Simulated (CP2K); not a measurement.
Consider hydroxyacetaldehyde at its PBE geometry (Å).

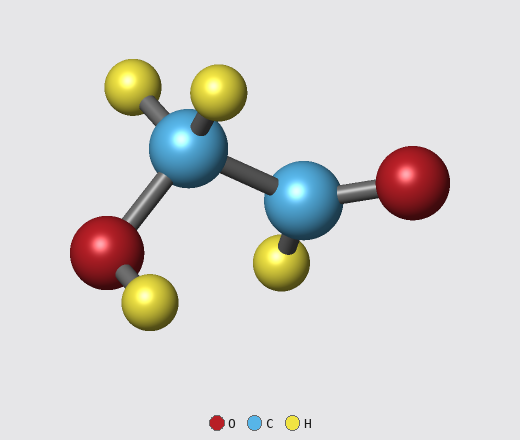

The molecule (oxygen red, carbon blue, hydrogen yellow).

```xyz
8

O    -1.9116    0.4439   -0.3756
C    -1.0001   -0.1865    0.1331
C     0.4132    0.3437    0.2759
O     1.3093   -0.5696   -0.3767
H    -1.1400   -1.2438    0.4687
H     0.7072    0.3558    1.3362
H     0.4755    1.3659   -0.1276
H     1.1465   -0.5095   -1.3341
```

Method: CP2K XAS_TDP, all-electron GAPW, PBEh(45%), aug-cc-pVDZ, TDA, GW2X-corrected core level, no relativity.

Question: Where do the C K-edge lines lie, and how strong are they?

Leading lines: C2 288.41 eV and C3 290.13 eV. The leading line of an atom is its first one with 35 % of the strongest within 2.5 eV of its lowest line over the strength cut. Core ionisation energies at this level: C2 295.83 and C3 294.37 eV.

The first six lines of each atom with a strength over 0.0015:

```
                       atom  energy (eV)  states  strength, one atom  above the computed threshold
  C2 (bonded to C, O and H)       288.41       1              0.0665                              
                                  293.77       1              0.0144                              
                                  294.26       1              0.0037                              
                                  294.60       1              0.0024                              
                                  295.58       1              0.0019                              
                                  295.97       1              0.0052                           yes
C3 (bonded to C, O and 2 H)       290.13       1              0.0069                              
                                  292.02       1              0.0159                              
                                  292.44       1              0.0186                              
                                  292.89       1              0.0167                              
                                  293.26       1              0.0109                              
                                  293.87       1              0.0113
```

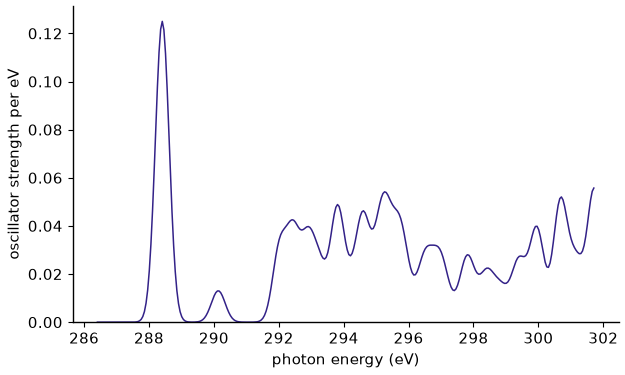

All atoms added, broadened by 0.5 eV.

Lines are vertical, at one geometry, with no vibrational structure. GW2X ionisation energies and lines can be off by 1 to 2 eV either way, and a good line position may hide errors that cancel. These values hold no scalar relativity, about 0.1 eV for C 1s. Rydberg lines, and the discretised continuum above threshold, depend on the basis and the box.

[Banner, clock and machine lines of the logs are left out without a mark of their own.]

[Logs are printed without paths, hosts, clocks, repeated set-up lines and the standing remarks that a program may print on its own settings, such as how far it seeks lower states.]

[Hosts, paths, dates, database ids (printed as entryN), source tags and the programs' standing remarks are cut or masked in the printed files.]
